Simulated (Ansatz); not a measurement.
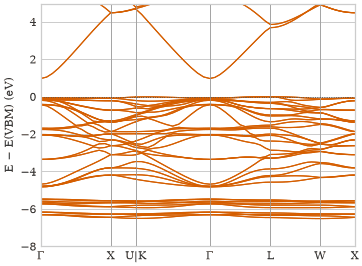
Fig. 1. Band structure from PBEsol with spin–orbit coupling in the plane-wave PAW code Ansatz

Task: Read off the gap and where the band edges lie.

Result: About 1.0 eV (0.97 eV by a search for the band edges); maximum at L, minimum at Γ.

The material is CdIn2O4 (spinel, Fd-3m).

Symmetry was held in the PBEsol relaxation.

Potentials: the later of the program's two PAW sets.
